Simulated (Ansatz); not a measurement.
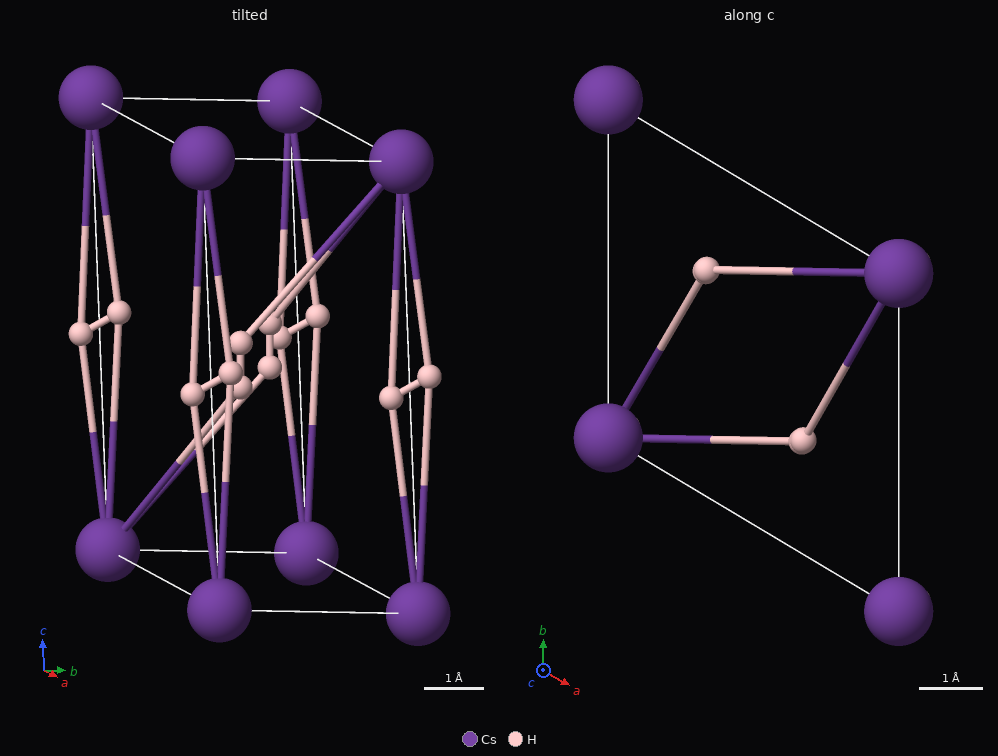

The figure gives a ball-and-stick picture of the atoms, viewed slightly off an axis and along the c axis. The parallelepiped is the unit cell.

CsH₆, a = 5.415 Å, b = 5.417 Å, c = 7.745 Å, α = 96.70°, β = 96.04°, γ = 119.62°. Origin of the cell: a structure type filled with these elements by a generator (whether the compound takes this form wasn't checked). Earlier steps of the study, as a rule a relaxation of our own, may have changed the cell and positions, so they can lie some per cent off the listed ones. An electronic-structure calculation with Ansatz was run on it.

This one geometry was computed with Ansatz (DFT, plane waves, PAW) at three levels of theory: r2SCAN, PBE with spin-orbit coupling and PBE.

Q: How does the band gap change with the level of theory?

A: All levels give a metal.

Q: Collect the results in a table.

A:
| level | cutoff (eV) | k-mesh of the run's cell | gap (eV) | pressure (GPa) |
| --- | --- | --- | --- | --- |
| r2SCAN | 500 | 8×8×6 | metal | -0.2 |
| PBE with spin-orbit coupling | 420 | 8×8×6 | metal | 0.0 |
| PBE | 420 | 8×8×6 | metal | 0.0 |

Gaps are taken on the k-mesh or band path of each run.
